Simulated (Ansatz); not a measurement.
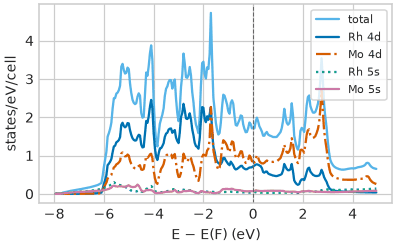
Total and projected density of states of MoRh in space group P-6m2 (No. 187; Mo on 1b, Rh on 1c), DFT-LDA in the program Ansatz with PAW potentials

### Question
Which orbitals carry the states next to the Fermi level?

### Answer
Within 0.5 eV of the Fermi level: Mo 4d 51 %, Rh 4d 39 %. Projections are on Löwdin-orthogonalised atomic valence shells; empty p or d shells of many metals are not among them.

### Question
Where is the tallest occupied peak in this window, and what makes it?

### Answer
Near -1.7 eV, about 4.7 states/eV per cell; the largest projected share is Mo 4d.

The first step of the workflow began from a Materials Project structure, measured or hypothetical; the Crystallography Open Database copy checked does not list it. With Mo and Rh taken as one species the cell has the higher symmetry P6_3/mmc, so it may be an ordered model of a mixed-site phase. Its standing as an ambient phase is unchecked. The cell was relaxed with LDA under the symmetry of its start; its stability against distortions is not shown here. No spin polarisation was allowed. Scalar-relativistic: spin–orbit coupling is off unless named, which matters more the heavier the elements.

Potentials: the later of the program's two PAW sets.
